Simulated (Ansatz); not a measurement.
## GaH3F− (SMILES [F][GaH3-]): methods side by side

The species is GaH3F− (5 atoms), meant as a singlet with charge -1. As SMILES, `[F][GaH3-]`. Geometry: a GFN2-xTB relaxation, a rough one for these elements and not checked as a minimum.

```xyz
5

F    -0.5006   -0.4959    1.5331
Ga    0.0294    0.0269   -0.0843
H    -0.8739    1.2297   -0.4738
H    -0.1773   -1.1961   -1.0215
H     1.5223    0.4354    0.0466
```

Quantity: the energy change with the F1–Ga2 bond stretched from 1.781 to 2.226 Å, in eV. The values are calculated.

```json
{"level": "SVWN5/STO-3G (restricted)", "kind": "LDA", "program": "Ansatz", "value (eV)": "1.38", "less FCI/STO-3G": "+0.27", "CPU time (all runs)": "2 s"}
{"level": "BLYP/STO-3G (restricted)", "kind": "GGA", "program": "Ansatz", "value (eV)": "1.18", "less FCI/STO-3G": "+0.07", "CPU time (all runs)": "2.7 s"}
{"level": "PBE/STO-3G (restricted)", "kind": "GGA", "program": "Ansatz", "value (eV)": "1.17", "less FCI/STO-3G": "+0.06", "CPU time (all runs)": "3 s"}
{"level": "PBE0/STO-3G (restricted)", "kind": "global hybrid", "program": "Ansatz", "value (eV)": "1.32", "less FCI/STO-3G": "+0.21", "CPU time (all runs)": "2.6 s"}
{"level": "wB97X/STO-3G (restricted)", "kind": "range-separated hybrid", "program": "Ansatz", "value (eV)": "1.37", "less FCI/STO-3G": "+0.26", "CPU time (all runs)": "11 s"}
{"level": "B2PLYP/STO-3G (restricted)", "kind": "double hybrid", "program": "Ansatz", "value (eV)": "1.37", "less FCI/STO-3G": "+0.26", "CPU time (all runs)": "4.2 s"}
{"level": "MP2/STO-3G (restricted)", "kind": "perturbation theory", "program": "Ansatz", "value (eV)": "1.39", "less FCI/STO-3G": "+0.28", "CPU time (all runs)": "0.29 s"}
{"level": "CCSDT(Q)/STO-3G (restricted)", "kind": "coupled cluster or CI", "program": "Ansatz", "value (eV)": "1.11", "less FCI/STO-3G": "0.00", "CPU time (all runs)": "1.4 s"}
{"level": "FCI/STO-3G", "kind": "exact in the basis", "program": "Ansatz", "value (eV)": "1.11", "less FCI/STO-3G": "0.00", "CPU time (all runs)": "41 s"}
```

FCI/STO-3G is exact within its basis and frozen core, so for wave-function methods in that basis the difference is their error; functionals converge differently with the basis, so for them it is only a difference. All-electron rows without a relativistic Hamiltonian named are non-relativistic. Sets without diffuse functions describe the anion poorly. The first shape isn't each level's own minimum. The values span 1.11 to 1.39 eV. All rows use very small basis sets, so none should be taken for the real molecule's value. In the correlated wave-function rows the outer d shell of Ga is correlated, in sets not made for it. Times are those of the runs behind each value, whatever else they computed, on shared processors of several kinds: orders of magnitude only.

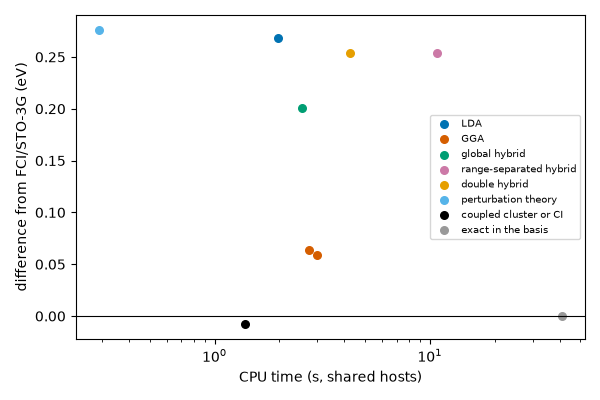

Difference from FCI/STO-3G against processor time, one point a level.
